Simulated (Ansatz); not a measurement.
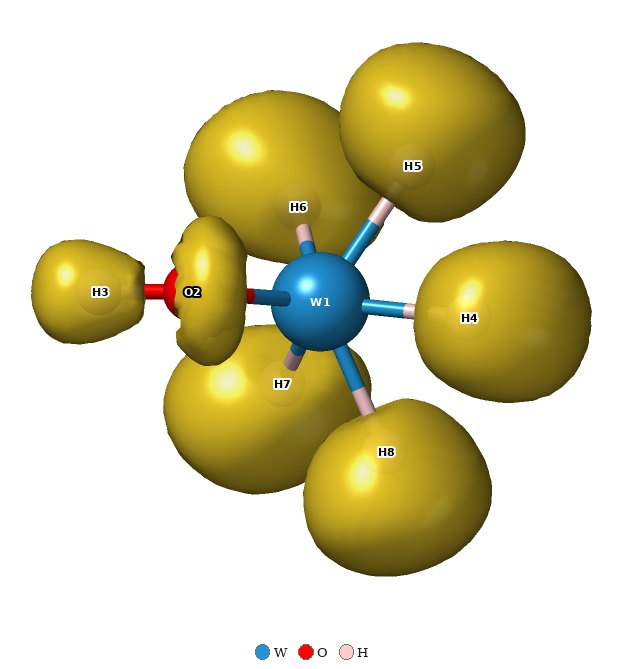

*H$_{6}$OW. Isosurface of the electron localisation function at 0.85 (yellow), seen at a tilt. Core shells and regions of very low density are left out.*

Core potentials replace the inner electrons of W.

Method: RKS B3LYP-D4/def2-SVP (Ansatz).

Input file:

```
crystal:
  periodic: [false, false, false]
  atoms:
    - { symbol: W, position_ang: [-0.07041, -0.140881, 0.29585] }
    - { symbol: O, position_ang: [0.710043, -0.129637, 2.049452] }
    - { symbol: H, position_ang: [0.142605, -0.58429, 2.705462] }
    - { symbol: H, position_ang: [1.355729, 0.760872, 0.121637] }
    - { symbol: H, position_ang: [-0.13585, 1.219056, -0.69633] }
    - { symbol: H, position_ang: [-1.569811, 0.686173, 0.265965] }
    - { symbol: H, position_ang: [-0.216573, -1.712473, -0.384096] }
    - { symbol: H, position_ang: [0.813067, -0.380219, -1.12074] }
basis:
  gaussian: { orbitals: def2-SVP }
hamiltonian:
  xc: b3lyp
  dispersion: d4
relax:
  f_tol: 0.03
  max_steps: 50
output:
  orbitals: {}
```

Run with:

```sh
ansatz run input.yaml --threads 1 --pin off --max-ram 2048MiB --backend cpu --events-out ev --progress --plain --runs-dir out
```

The fields are those of the run's last geometry, not of the input's.

> What do the ELF domains correspond to?

At this value the surface marks out six regions around hydrogen nuclei and one lobe on O, pointing away from the bonds (lone pairs, which may merge into one lobe). Profiles from the grid: W–O (1.85 Å): the ELF peaks at about 0.85 in the valence shell of O, 0.6 Å from its nucleus, and drops to about 0.20 between the two atoms. O–H (0.97 Å): the ELF climbs to about 1 towards the hydrogen, as it does in any bond to H (a covalent bond by its length).
